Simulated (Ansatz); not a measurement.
# Migration in Cs3Li2Cl5 (Imm2): H transfer from Cl to Cl, charge +1

How high is the barrier when H changes place in Cs3Li2Cl5 (Imm2)? The case: H transfer from Cl to Cl, charge +1, in a cell of 60 host atoms with 1 H put in.

Calculated with Ansatz 0.2.0; plane-wave PAW DFT, PBEsol; nudged elastic band between two relaxed defect structures at fixed charge in a uniform background.

### Step 1. The starting structure

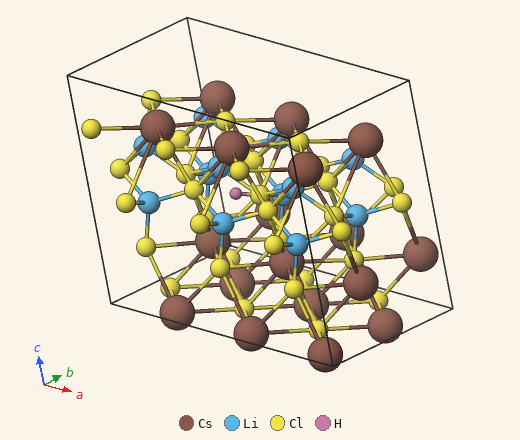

Start, viewed from a free direction; caesium brown, lithium blue, chlorine yellow, hydrogen pink. Some periodic images of atoms are drawn too.

The cell holds 61 atoms: 18 Cs, 12 Li, 30 Cl and 1 H. Its edges and angles: a = 12.405 Å, b = 11.479 Å, c = 12.396 Å, α = 103.4°, β = 99.6°, γ = 90.0°. It derives from Cs3Li2Cl5 (space group Imm2). Nearest the centre at fractional (0.498, 0.400, 0.494): Cl28 at 0.18 Å, H61 at 1.28 Å, Li45 at 2.29 Å, Li25 at 2.32 Å, Li34 at 2.47 Å, Li24 at 3.46 Å, Cl46 at 3.50 Å, Cl26 at 3.51 Å. The cell carries charge +1.

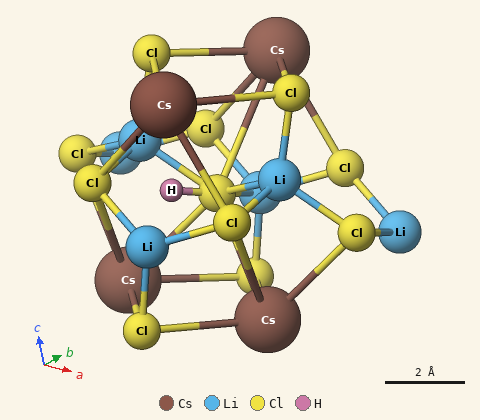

The atoms within 5 Å of the centre.

The cell's shortest repeat is 11.5 Å.

### Step 2. Relaxation of the start point, charge +1

A barrier is counted from a minimum, so both ends are relaxed first. Small random displacements break the symmetry of the ideal sites, so that the defect can distort if it gains by it. The charge of +1 is set by the electron count, and a uniform background keeps the cell neutral.

The input, qp1_c60k1s.start/input.yaml:

```yaml
crystal:
  lattice:
    - [-7.26281086, 0.0, 10.05667359]
    - [-9.30598675, 0.0, -6.72045129]
    - [3.53696516, -11.88043227, 0.00400056]
  atoms:
    - { symbol: Cs, position: [0.2069849, 0.17983681, 0.75369014] }
    - { symbol: Cs, position: [0.28908819, 0.30299174, 0.24630986] }
    - { symbol: Cs, position: [0.24802297, 0.49281143, 0.0] }
    - { symbol: Li, position: [0.15332259, 0.08940981, 0.43173475] }
    - { symbol: Li, position: [0.00941101, 0.37354243, 0.56826525] }
    - { symbol: Cl, position: [0.00138212, 0.16113756, 0.52008515] }
    - { symbol: Cl, position: [0.12086148, 0.0546973, 0.23701797] }
    - { symbol: Cl, position: [0.16135374, 0.40109498, 0.47991485] }
    - { symbol: Cl, position: [0.04185549, 0.43618832, 0.76298203] }
    - { symbol: Cl, position: [0.08134986, 0.24349211, 0.0] }
    - { symbol: Cs, position: [0.2069849, 0.67983681, 0.75369014] }
    - { symbol: Cs, position: [0.28908819, 0.80299174, 0.24630986] }
    - { symbol: Cs, position: [0.24802297, 0.99281143, 0.0] }
    - { symbol: Li, position: [0.15332259, 0.58940981, 0.43173475] }
    - { symbol: Li, position: [0.00941101, 0.87354243, 0.56826525] }
    - { symbol: Cl, position: [0.00138212, 0.66113756, 0.52008515] }
    - { symbol: Cl, position: [0.12086148, 0.5546973, 0.23701797] }
    - { symbol: Cl, position: [0.16135374, 0.90109498, 0.47991485] }
    - { symbol: Cl, position: [0.04185549, 0.93618832, 0.76298203] }
    - { symbol: Cl, position: [0.08134986, 0.74349211, 0.0] }
    - { symbol: Cs, position: [0.54031823, 0.17983681, 0.75369014] }
    - { symbol: Cs, position: [0.62242152, 0.30299174, 0.24630986] }
    - { symbol: Cs, position: [0.5813563, 0.49281143, 0.0] }
    - { symbol: Li, position: [0.48665592, 0.08940981, 0.43173475] }
    - { symbol: Li, position: [0.34274434, 0.37354243, 0.56826525] }
    - { symbol: Cl, position: [0.33471546, 0.16113756, 0.52008515] }
    - { symbol: Cl, position: [0.45419481, 0.0546973, 0.23701797] }
    - { symbol: Cl, position: [0.49468707, 0.40109498, 0.47991485] }
    - { symbol: Cl, position: [0.37518882, 0.43618832, 0.76298203] }
    - { symbol: Cl, position: [0.41468319, 0.24349211, 0.0] }
    - { symbol: Cs, position: [0.54031823, 0.67983681, 0.75369014] }
    - { symbol: Cs, position: [0.62242152, 0.80299174, 0.24630986] }
    - { symbol: Cs, position: [0.5813563, 0.99281143, 0.0] }
    - { symbol: Li, position: [0.48665592, 0.58940981, 0.43173475] }
    - { symbol: Li, position: [0.34274434, 0.87354243, 0.56826525] }
    - { symbol: Cl, position: [0.33471546, 0.66113756, 0.52008515] }
    - { symbol: Cl, position: [0.45419481, 0.5546973, 0.23701797] }
    - { symbol: Cl, position: [0.49468707, 0.90109498, 0.47991485] }
    - { symbol: Cl, position: [0.37518882, 0.93618832, 0.76298203] }
    - { symbol: Cl, position: [0.41468319, 0.74349211, 0.0] }
    - { symbol: Cs, position: [0.87365157, 0.17983681, 0.75369014] }
    - { symbol: Cs, position: [0.95575485, 0.30299174, 0.24630986] }
    - { symbol: Cs, position: [0.91468963, 0.49281143, 0.0] }
    - { symbol: Li, position: [0.81998926, 0.08940981, 0.43173475] }
    - { symbol: Li, position: [0.67607767, 0.37354243, 0.56826525] }
    - { symbol: Cl, position: [0.66804879, 0.16113756, 0.52008515] }
    - { symbol: Cl, position: [0.78752814, 0.0546973, 0.23701797] }
    - { symbol: Cl, position: [0.82802041, 0.40109498, 0.47991485] }
    - { symbol: Cl, position: [0.70852215, 0.43618832, 0.76298203] }
    - { symbol: Cl, position: [0.74801652, 0.24349211, 0.0] }
    - { symbol: Cs, position: [0.87365157, 0.67983681, 0.75369014] }
    - { symbol: Cs, position: [0.95575485, 0.80299174, 0.24630986] }
    - { symbol: Cs, position: [0.91468963, 0.99281143, 0.0] }
    - { symbol: Li, position: [0.81998926, 0.58940981, 0.43173475] }
    - { symbol: Li, position: [0.67607767, 0.87354243, 0.56826525] }
    - { symbol: Cl, position: [0.66804879, 0.66113756, 0.52008515] }
    - { symbol: Cl, position: [0.78752814, 0.5546973, 0.23701797] }
    - { symbol: Cl, position: [0.82802041, 0.90109498, 0.47991485] }
    - { symbol: Cl, position: [0.70852215, 0.93618832, 0.76298203] }
    - { symbol: Cl, position: [0.74801652, 0.74349211, 0.0] }
    - { symbol: H, position: [0.438142, 0.309626, 0.494221] }
total_charge: 1
basis:
  ecutwfc: 420
  xc_grid: 2
hamiltonian:
  xc: pbesol
kpoints:
  mp_grid: { grid: [1, 1, 1], shift: [0.25, 0.25, 0.25] }
scf:
  occupations: { method: fixed }
  max_iter: 150
output:
  forces: true
relax:
  f_tol: 0.02
  max_steps: 70
  random_displacement: { amplitude: 0.03, seed: 9116 }
```

The run is started by

```
$ ansatz run input.yaml --threads 4 --pin off --max-ram 14131MiB --backend cpu --events-out ev --progress --plain --runs-dir out
```

Numbers of over 12 decimals in the logs are rounded to 6 here.

Output:

```text
[... repeated set-up lines and file paths are left out, and long positions are rounded to six places ...]
The last accepted step is kept in <dir> (removed where the run ends without a failure and the disk answers)
Engine: ansatz 0.2.0, aarch64-unknown-linux-gnu
Pseudopotentials: kind: paw
Pseudopotential: Cs, paw, valence charge 9, recommended cutoff 420 eV (normal), Cs.paw.azcp
Pseudopotential: Li, paw, valence charge 3, recommended cutoff 420 eV (normal), Li.paw.azcp
Pseudopotential: Cl, paw, valence charge 7, recommended cutoff 420 eV (normal), Cl.paw.azcp
Pseudopotential: H, paw, valence charge 1, recommended cutoff 420 eV (normal), H.paw.azcp
Functional definition: PBEsol
  exchange = pbesol_x
  correlation = pbesol_c
Crystal: 61 atoms, lattice volume = 1691.734 Å³
Basis set: ecut = 420 eV, 33071 PW (Γ), exchange–correlation on 180×160×180 points (8 copies of the dense FFT grid, shifted against one another)
Bands: 265, of which v1, the nominal top of the filled ones, is band 204 counted from 1 (203 counted from 0)
Symmetry: 1 space group operations
k-points: 1
Non-local potential: Cs, projectors of the file, l = 0: 3, l = 1: 2, l = 2: 2, l = 3: 2
Non-local potential: Li, projectors of the file, l = 0: 3, l = 1: 2, l = 2: 1
Non-local potential: Cl, projectors of the file, l = 0: 2, l = 1: 2, l = 2: 2
Non-local potential: H, projectors of the file, l = 0: 2, l = 1: 1
PAW form: soft (Blöchl's): semilocal exchange-correlation on the pseudo side does not see the compensation charge
PAW frozen core: Cs, regenerated for the run's functional, and the local potential with it (the file was generated under x = pbe(κ = 0.804, μ = 0.219515), c = pbe(β = 0.066725))
PAW frozen core: Cl, regenerated for the run's functional, and the local potential with it (the file was generated under x = pbe(κ = 0.804, μ = 0.219515), c = pbe(β = 0.066725))
PAW one-centre angular grid: Cs, 194 points (default); XC on 64 Gauss nodes
PAW one-centre angular grid: Li, 110 points (default); XC on 64 Gauss nodes
PAW one-centre angular grid: Cl, 110 points (default); XC on 64 Gauss nodes
PAW one-centre angular grid: H, 110 points (default); XC on 64 Gauss nodes
Initial density: superposition of atomic densities (neutral atoms scaled as one to the charged cell's electrons: chi_scale 0, normalization atom), corrected by the library's trained network
Initial wavefunctions: pseudopotential atomic-orbital guess
Functional: x = pbesol(κ = 0.804, μ = 0.123457), c = pbesol(β = 0.046)
SCF iter   1: F=—  HF=-134937.623697 eV  |F-HF|=—  |Δ(HF+E_count)|=         —  Δρ=3.05e-3  dr2=3.26e-1  ethr=1.77e-3  ⟨swp⟩=11.0  Hψ=1129  notcnv=0  defer=59
preconditioner: auto → Resta (q_TF=auto, 2.153 Å⁻¹)  ε∞=2.9  [insulator: Δε(μ)=3.798 eV  Ē_g=12.117 eV  n_scr=288 (ndim 8)  ℏωp=16.8 eV  f_vac=0.002  ε∞_Penn≈2.9]
SCF iter   2: F=—  HF=-134937.528655 eV  |F-HF|=—  |Δ(HF+E_count)|=   9.50e-2  Δρ=1.39e-3  dr2=7.33e-2  ethr=7.98e-5  ⟨swp⟩=7.0  Hψ=736  notcnv=0  defer=60
SCF iter   3: F=—  HF=-134937.503644 eV  |F-HF|=—  |Δ(HF+E_count)|=   2.50e-2  Δρ=3.60e-4  dr2=4.26e-3  ethr=1.80e-5  ⟨swp⟩=8.0  Hψ=422  notcnv=0  defer=58
automatic band count: iteration 3 solves 264 bands in place of 265: the levels show a gap, and the empty bands left out lie too high to hold charge; the band table lists the bands solved (type scf.n_extra_bands for more)
SCF iter   4: F=—  HF=-134937.504313 eV  |F-HF|=—  |Δ(HF+E_count)|=   6.69e-4  Δρ=9.15e-5  dr2=1.73e-4  ethr=1.04e-6  ⟨swp⟩=5.0  Hψ=483  notcnv=0  defer=58
SCF iter   5: F=—  HF=-134937.504359 eV  |F-HF|=—  |Δ(HF+E_count)|=   4.64e-5  Δρ=2.34e-5  dr2=1.29e-5  ethr=4.24e-8  ⟨swp⟩=2.0  Hψ=395  notcnv=0  defer=58
SCF iter   6: F=-134937.504361 eV  HF=-134937.504361 eV  |F-HF|=2.32e-7  |Δ(HF+E_count)|=   2.00e-6  Δρ=6.46e-6  dr2=8.92e-7  ethr=2.45e-9  ⟨swp⟩=4.0  Hψ=837  notcnv=0
SCF 1 converged in 6 iterations: F = -134937.504361 eV  dr2 = 8.92e-7
  greatest PAW one-centre occupation: 1.000 electrons in one spin orbital (limit 2), on the Li atom at site 24 (counted from 0), in its partial waves of l = 0
relax step   1: F+E_penalty+E_count = -134937.50436118 eV  Δ(F+E_penalty+E_count) = +0.000e0 eV  max|allowed force component| = 1.402e0 eV/Å  Δτ_max = 0.0000 Å  (6 SCF iters, dr2 threshold 1.00e-5 eV, accepted)
[... the SCF cycles and remarks between the steps are left out from here to the last step ...]
relax step   2: F+E_penalty+E_count = -134938.31908968 eV  Δ(F+E_penalty+E_count) = -8.147e-1 eV  max|allowed force component| = 7.449e-1 eV/Å  Δτ_max = 0.1948 Å  (4 SCF iters, dr2 threshold 1.00e-4 eV, accepted)
relax step   3: F+E_penalty+E_count = -134938.66305411 eV  Δ(F+E_penalty+E_count) = -3.440e-1 eV  max|allowed force component| = 6.322e-1 eV/Å  Δτ_max = 0.1901 Å  (5 SCF iters, dr2 threshold 3.47e-5 eV, accepted)
relax step   4: F+E_penalty+E_count = -134938.73546009 eV  Δ(F+E_penalty+E_count) = -7.241e-2 eV  max|allowed force component| = 8.704e-1 eV/Å  Δτ_max = 0.2000 Å  (5 SCF iters, dr2 threshold 1.00e-4 eV, accepted)
relax step   5: F+E_penalty+E_count = -134938.80706763 eV  Δ(F+E_penalty+E_count) = -7.161e-2 eV  max|allowed force component| = 3.810e-1 eV/Å  Δτ_max = 0.1403 Å  (4 SCF iters, dr2 threshold 1.00e-4 eV, accepted)
relax step   6: F+E_penalty+E_count = -134938.85829419 eV  Δ(F+E_penalty+E_count) = -5.123e-2 eV  max|allowed force component| = 1.885e-1 eV/Å  Δτ_max = 0.1944 Å  (5 SCF iters, dr2 threshold 2.78e-5 eV, accepted)
relax step   7: F+E_penalty+E_count = -134938.90843988 eV  Δ(F+E_penalty+E_count) = -5.015e-2 eV  max|allowed force component| = 9.168e-2 eV/Å  Δτ_max = 0.2000 Å  (5 SCF iters, dr2 threshold 6.81e-6 eV, accepted)
relax step   8: F+E_penalty+E_count = -134938.91420018 eV  Δ(F+E_penalty+E_count) = -5.760e-3 eV  max|allowed force component| = 1.301e-1 eV/Å  Δτ_max = 0.1225 Å  (5 SCF iters, dr2 threshold 1.99e-6 eV, accepted)
relax step   9: F+E_penalty+E_count = -134938.91898190 eV  Δ(F+E_penalty+E_count) = -4.782e-3 eV  max|allowed force component| = 1.938e-2 eV/Å  Δτ_max = 0.0508 Å  (5 SCF iters, dr2 threshold 4.01e-6 eV, accepted)
iter 1 solved again at ethr=9.72e-11 eV; its pass at ethr=3.10e-3 eV (dr2=3.97e-7 eV) is discarded
SCF iter   1: F=—  HF=-134938.918878 eV  |F-HF|=—  |Δ(HF+E_count)|=         —  Δρ=4.43e-6  dr2=3.99e-7  ethr=9.72e-11  ⟨swp⟩=1.0  Hψ=552  notcnv=0  defer=56
automatic band count: iteration 1 solves 264 bands in place of 265: the levels show a gap, and the empty bands left out lie too high to hold charge; the band table lists the bands solved (type scf.n_extra_bands for more)
SCF iter   2: F=—  HF=-134938.918982 eV  |F-HF|=—  |Δ(HF+E_count)|=   1.04e-4  Δρ=2.43e-6  dr2=1.25e-7  ethr=9.72e-11  ⟨swp⟩=2.0  Hψ=412  notcnv=0  defer=56
SCF iter   3: F=-134938.918982 eV  HF=-134938.918982 eV  |F-HF|=1.42e-8  |Δ(HF+E_count)|=   1.33e-7  Δρ=8.26e-7  dr2=1.85e-8  ethr=2.45e-11  ⟨swp⟩=4.0  Hψ=689  notcnv=0
SCF 10 converged in 3 iterations: F = -134938.918982 eV  dr2 = 1.85e-8
relax step  10: F+E_penalty+E_count = -134938.91898200 eV  Δ(F+E_penalty+E_count) = -1.056e-7 eV  max|allowed force component| = 1.938e-2 eV/Å  Δτ_max = 0.0000 Å  (3 SCF iters, accepted)
SCF converged after 3 iterations
Free energy (F): -134938.918982 eV
Harris-Foulkes:  -134938.918982 eV  (|F-HF|=1.42e-8)
Internal energy: -134938.918982 eV  (E = F + TS)
E sigma→0 (E₀):  -134938.918982 eV
Fermi energy:    2.454819 eV
--- Per-component energies (eV) ---
  E_band       = -2275.920050
  E_kinetic    = 7681.557650
  E_local      = -12179.904810  (includes V_loc(G=0)·N_el)
  E_nonlocal   = 1032.718630
  E_hartree    = 3877.124906
  E_xc         = -6441.025155
  E_vxc        = -6111.616587  (∫ρ·V_xc dr)
  E_paw        = -109194.362084  (= ΣΔE_a)
  E_vpaw       = -452.926627  (= ΣTr[D̂ρ^β])
  E_aug_tail   = 0.002065  (compensation charges beyond the density's cutoff)
  E_ewald      = -19719.978029
  E_core_change = 4.947844  (= ΣΔE_core)
  E_smearing   = -0.000000  (= −TS)
  E_closure    = 0.000000  (closes the sum)
  E_deformation_potential = 11.700840  (in the stress; not in F)
  Σ components = -134938.918982   (vs F -134938.918982, Δ=0.00e0)
--- Forces (eV/Å), atoms counted from 1 ---
  atom   1  Cs    -0.00113676     0.00237508     0.00100922
  atom   2  Cs     0.00679930     0.00218442    -0.00305541
  [... 21 atoms left out ...]
  atom  24  Li     0.00373417    -0.00141083    -0.00637652
  atom  25  Li     0.00797581     0.01446889     0.00364487
  atom  26  Cl    -0.00969998     0.00938026     0.00488582
  [... 1 atom left out ...]
  atom  28  Cl     0.00970829    -0.00443827     0.01763558
  [... 5 atoms left out ...]
  atom  34  Li    -0.00841046     0.00129281    -0.00550211
  [... 1 atom left out ...]
  atom  36  Cl     0.00641585     0.00060155     0.00421615
  [... 8 atoms left out ...]
  atom  45  Li     0.00459616     0.00075621     0.00123911
  atom  46  Cl    -0.00297197    -0.00005961    -0.00402206
  [... 9 atoms left out ...]
  atom  56  Cl     0.00462892     0.00043776     0.00314868
  [... 4 atoms left out ...]
  atom  61  H     -0.00809359    -0.01937653    -0.01221855
  max |Σ_I F_I| component: 3.03e-5 eV/Å
--- Relaxed structure (10 steps of the walk, 10 accepted, 0 SCFs on fresh bases) ---
  F+E_penalty+E_count = -134938.91898200 eV   max|allowed force component| = 1.938e-2 eV/Å
  atoms:
    - { symbol: Cs, position: [0.208619, 0.184457, 0.753095] }
    - { symbol: Cs, position: [0.286402, 0.305819, 0.236231] }
    [... 21 atoms left out ...]
    - { symbol: Li, position: [0.504483, 0.058490, 0.422674] }
    - { symbol: Li, position: [0.330531, 0.455992, 0.578592] }
    - { symbol: Cl, position: [0.355522, 0.154475, 0.510643] }
    [... 1 atom left out ...]
    - { symbol: Cl, position: [0.480978, 0.380287, 0.485315] }
    [... 5 atoms left out ...]
    - { symbol: Li, position: [0.486025, 0.644800, 0.431032] }
    [... 1 atom left out ...]
    - { symbol: Cl, position: [0.332547, 0.647994, 0.530418] }
    [... 8 atoms left out ...]
    - { symbol: Li, position: [0.683218, 0.369774, 0.571835] }
    - { symbol: Cl, position: [0.668035, 0.155109, 0.522505] }
    [... 9 atoms left out ...]
    - { symbol: Cl, position: [0.666053, 0.645804, 0.526478] }
    [... 4 atoms left out ...]
    - { symbol: H, position: [0.417447, 0.263990, 0.497830] }
```

Run time: 2.4 min. Hardware: 4 threads of Arm Neoverse V1, shared host; peak memory 2.3 GiB; 9.3 min of CPU time.

The steps of the relaxation:

```
step  energy less that of the first step (eV)  largest force component (eV/Å)
   1                                   0.0000                          1.4019
   2                                  -0.8147                          0.7449
   3                                  -1.1587                          0.6322
   4                                  -1.2311                          0.8704
   5                                  -1.3027                          0.3810
   6                                  -1.3539                          0.1885
   7                                  -1.4041                          0.0917
   8                                  -1.4098                          0.1301
   9                                  -1.4146                          0.0194
  10                                  -1.4146                          0.0194
```

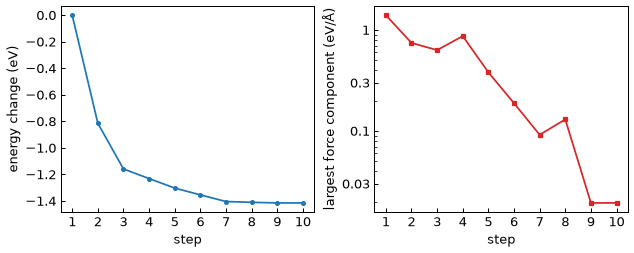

Energy and largest force along the relaxation.

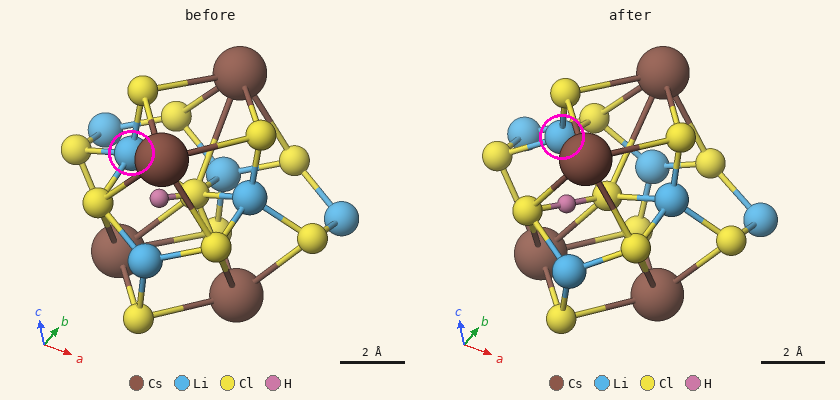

Before and after: the atoms that start within 5 Å of the centre. Li25, which moves most, is ringed if it is among them.

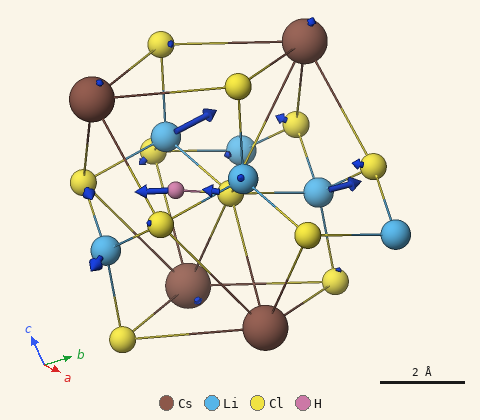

Displacements in the relaxation from the typed sites near the centre, exaggerated, the mean shift taken out; the longest in the cell stands for 0.94 Å.

The atoms that moved most (Å, from the sites as typed, ahead of the random displacement, the mean shift of all atoms taken out):

```csv
atom,dx,dy,dz,length
Li25,-0.641,-0.121,-0.680,0.943
Li34,-0.513,0.010,-0.382,0.639
H61,0.589,-0.041,0.095,0.598
Li24,0.127,0.110,0.384,0.419
Cl38,0.255,0.102,0.176,0.326
Cl28,0.313,-0.062,-0.001,0.319
Cl26,-0.122,0.114,0.251,0.301
Cl36,0.175,-0.121,0.063,0.222
```

Neighbours of H61 at the end:

```csv
atom,distance (Å)
Cl26,1.526
Cl28,1.601
Li25,2.522
Li24,2.630
Cl46,3.343
Li45,3.415
Cl8,3.487
Cs2,3.514
Cl29,3.560
```

Among the atoms that came to bonding distance: Cl26–H61 1.53 Å (from 2.25).

Numbers from this step:

```yaml
free_energy: -134938.9190 eV
r_m_s_move_of_the_farther_half_of_the_atoms: 0.05961 Å
largest_move_from_the_ideal_geometry_of_this_structure_a_common_shift_of_the_far_atoms_taken_out: 0.9372 Å
```

The relaxation gained 1.415 eV and ended with a largest force component of 0.019 eV/Å.

(Part 1 of 4 ends here.)

[Logs are printed without paths, hosts, clocks, repeated set-up lines and the standing remarks that a program may print on its own settings, such as how far it seeks lower states.]

[Hosts, paths, dates, database ids (printed as entryN), source tags and the programs' standing remarks are cut or masked in the printed files.]
